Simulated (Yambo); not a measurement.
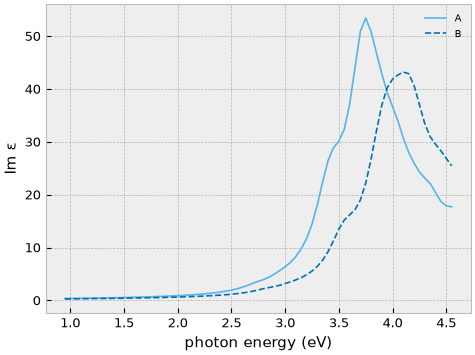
*Two computed absorption spectra of Si (space group P6_3/mmc, No. 194) under biaxial strain of -2 % along x and y, z relaxed (Yambo, PBEsol bands with the same scissor, field along x)*

Axes are Cartesian, with cell vectors (Å) (3.75, 0.00, 0.00), (-1.87, 3.25, 0.00), (0.00, 0.00, 6.36).

Which curve includes the electron-hole attraction (BSE)?

Curve A: the attraction moves weight to lower energy (centre of the plotted range 3.7 eV against 3.9 eV). Settings: 9×9×4 mesh, 5 valence and 4 conduction bands, static screening with 37 bands and a 4 Ry block, scissor 0.71 eV, Tamm-Dancoff. The scissor comes from a G0W0 run whose convergence isn't established. Broadening 0.15 eV. The band window holds all transitions up to 4.6 eV. On this mesh the peak heights and the fine structure are mesh artefacts; only the shift of weight is robust.

This is not the ordinary phase of the substance; no match was found in the copy of COD used, and its stability was not checked.
